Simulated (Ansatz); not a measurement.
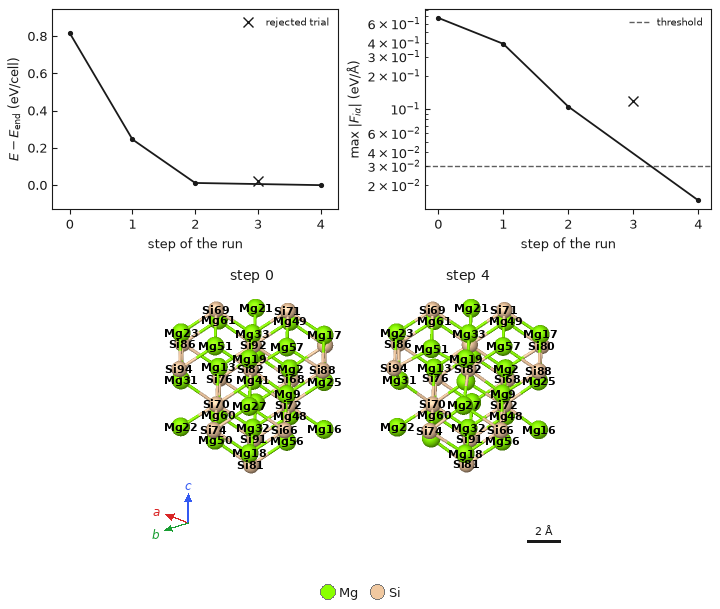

First and last geometry of a relaxation of a defect cell of composition Mg₆₃Si₃₁, with the history of the run. A ball-and-stick model of the atoms within 5.8 Å of the atom that moves most (axes of the cell of the calculation (origin shifted)), seen from a free direction.

Theory: DFT, PBEsol, PAW, plane waves (Ansatz). Set-up: plane-wave cutoff 420 eV; k-point mesh 1 × 1 × 1; mesh shifted by (0.25, 0.25, 0.25); no spin polarisation; atoms relaxed in a fixed cell; force threshold 0.03 eV/Å; at most 80 steps.

What do the curves and the structures tell?

It converged. Over 3 accepted moves (4 points after the start) the energy falls by 0.817 eV per cell of the calculation. Largest force component: 0.68 eV/Å at the start, 0.015 eV/Å at the end. The line search rejected the trial step at point 3 of the run. The atom that moves furthest is a Mg atom (0.22 Å roughly along +b). By element the largest moves are Mg 0.22 Å, Si 0.16 Å. The lattice vectors keep their values. Among the contacts that change: Mg–Si 2.786 → 2.666 Å, Mg–Si 2.703 → 2.818 Å, Mg–Si 2.759 → 2.867 Å, Mg–Si 2.787 → 2.688 Å. Among the angles between lasting bonds that change: Si–Mg–Si 108.8° → 121.7°, Si–Mg–Si 109.9° → 102.6°, Si–Mg–Si 111.3° → 107.3°. Cost: 14 s on 1 × NVIDIA H100 80GB HBM3 with 4 threads of AMD EPYC 7R13 Processor, peak memory 1.6 GiB.
